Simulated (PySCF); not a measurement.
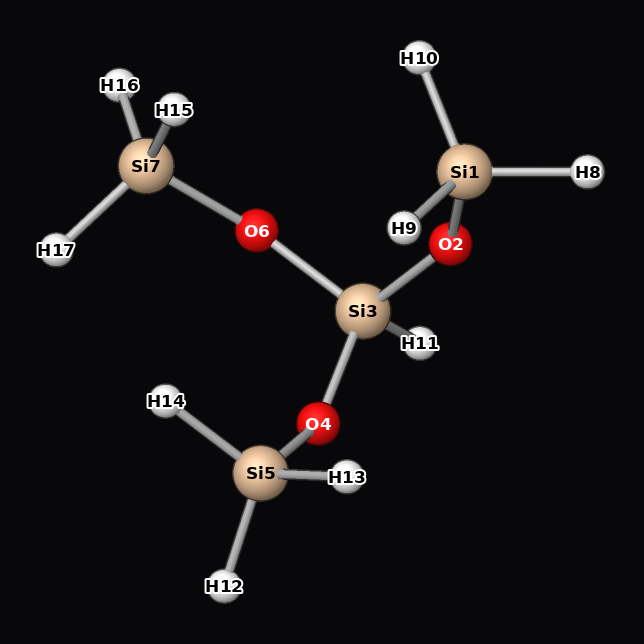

The questions are on ESP-fitted charges. The geometry was computed by an optimisation with GFN2-xTB. No frequency run is at hand to confirm it as a minimum. Level of theory: PBE0/pcSseg-1, gas phase (PySCF 2.14.0).

List the ESP-fitted charges.

```csv
atom,value (e)
Si1,0.60
O2,−0.46
Si3,0.78
O4,−0.46
Si5,0.59
O6,−0.46
Si7,0.59
H8,−0.12
H9,−0.13
H10,−0.12
H11,−0.12
H12,−0.12
H13,−0.11
H14,−0.13
H15,−0.12
H16,−0.12
H17,−0.11
```

The geometry is semi-empirical. Around Si such bond lengths and angles can be off by a tenth of an ångström or more and by several degrees, and values that hang on the shape move with them.
